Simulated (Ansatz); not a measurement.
# FHNOSn (SMILES N=[O+][Sn][F]) (charge +1): what the fields show

```
atom    x (Å)    y (Å)   z (Å)
   F  -2.8382   0.9842  0.5976
   N  -0.2855   0.0202  0.6711
   O  -0.1375   1.1504  0.3026
  Sn  -2.0363   2.6535  0.0019
   H  -1.3212  -0.1662  0.8222
```

Geometry: PBE0-D3(BJ)/def2-SVP; core potentials replace the inner electrons of Sn.

The calculation used isolated molecule in a Gaussian basis; Kohn-Sham density functional theory, functional PBE0 (Ansatz 0.2.0).

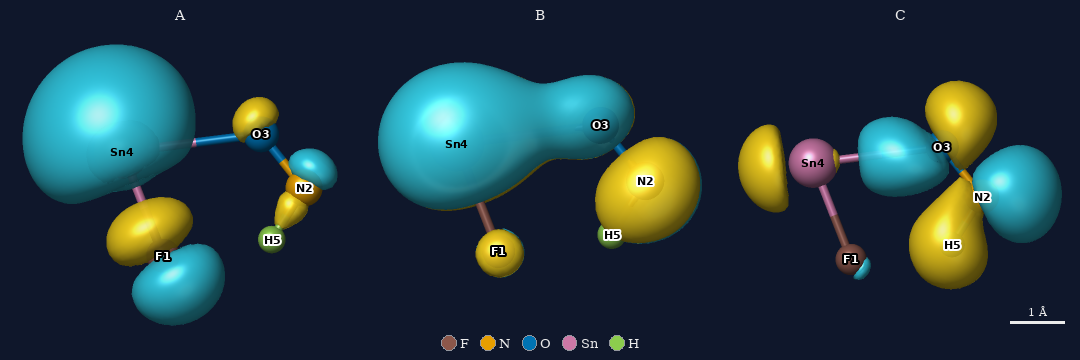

Figure 1. Three frontier orbitals at ±0.1 Å⁻³ᐟ² (yellow and cyan are the two phases), in no order.

### Which picture is the HOMO−1, the HOMO and the LUMO?

A is the HOMO−1 (−15.73 eV). By Hirshfeld shares it lies mainly on Sn4 (about 60 %) and F1 (about 35 %); it is symmetric in the molecular plane (an in-plane orbital: σ, lone-pair or in-plane π type). C is the HOMO (−13.15 eV). Its weight (Hirshfeld) is mainly on N2 (about 45 %), O3 (about 35 %), Sn4 (about 10 %) and H5 (about 10 %); it is symmetric in the molecular plane (an in-plane orbital: σ, lone-pair or in-plane π type). B is the LUMO (−9.09 eV). It lies mainly on Sn4 (about 50 %), N2 (about 30 %) and O3 (about 15 %); it changes sign across the molecular plane (π type); π-bonding across O3–Sn4; π-antibonding (a node) across N2–O3.

### What is the HOMO–LUMO gap?

4.06 eV between the orbital energies.

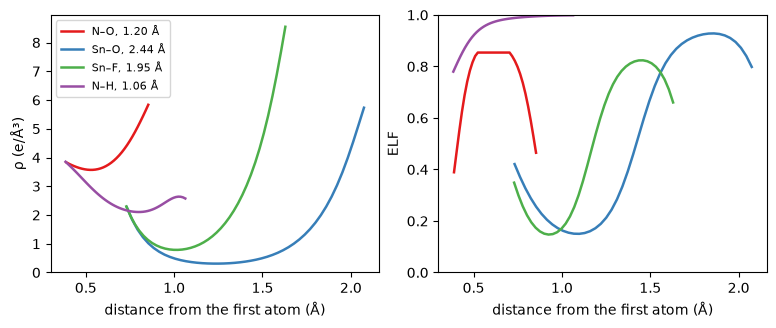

Figure 2. Electron density and ELF along straight lines between neighbouring atoms. The curves leave out the atomic cores.

### What can be read from the curves?

N–O (1.20 Å): ρ at the midpoint is about 3.7 e/Å³; the ELF peaks at about 0.85 between the atoms, as expected for a covalent bond.
Sn–O (2.44 Å): ρ is about 0.31 e/Å³ halfway; the ELF is about 0.20 at the midpoint.
Sn–F (1.95 Å): ρ at the midpoint is about 0.8 e/Å³; the ELF is about 0.15 at the midpoint.
N–H (1.06 Å): the density is about 2.9 e/Å³ at the midpoint; the ELF climbs to about 1 towards the hydrogen, as it does in any bond to H; a covalent bond by its length.

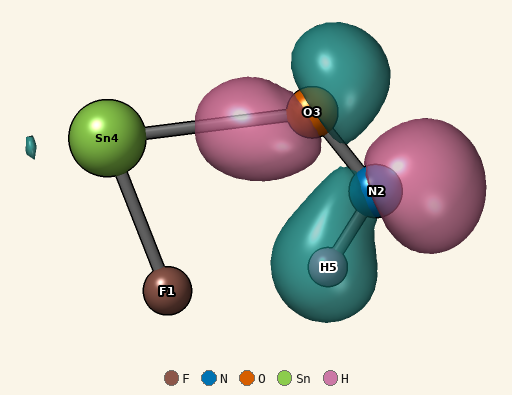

Figure 3. The HOMO at ±0.15 Å⁻³ᐟ² (teal and pink are the two phases), seen at a tilt.

### What is the character of this orbital?

Its weight (Hirshfeld) is mainly on N2 (about 45 %), O3 (about 35 %), Sn4 (about 10 %) and H5 (about 10 %); it is symmetric in the molecular plane (an in-plane orbital: σ, lone-pair or in-plane π type). Its energy is −13.15 eV.
